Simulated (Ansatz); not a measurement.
```xyz
12

Si    0.0888   -0.1550   -2.1958
H    -1.3424    0.0939   -1.8193
H     0.8797    1.1173   -2.0996
H     0.1317   -0.6370   -3.6226
H     0.6865   -1.2101   -1.3133
Si   -0.0562   -0.4709    1.9376
N    -0.0980    1.0170    0.9869
H    -0.8880   -1.5424    1.2823
H     1.3820   -0.9034    1.9938
H    -0.5600   -0.3231    3.3550
H     0.7285    1.5668    0.8206
H    -0.9529    1.4468    0.6745
```

At this geometry the atoms fall into two loosely joined parts.

All numbers below come from RKS PBE0-D4/6-31G in Ansatz 0.2.0.

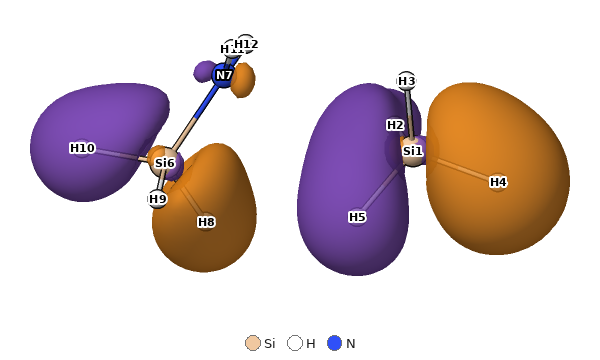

H9NSi2. The HOMO−1 at ±0.08 Å⁻³ᐟ² (orange and purple are the two phases), seen across its widest extent.

What is the character of this orbital?

Answer. By Hirshfeld shares it lies mainly on Si1 (about 30 %), H4 (about 25 %), H5 (about 10 %), Si6 (about 10 %) and H10 (about 5 %). Its energy is −9.46 eV.
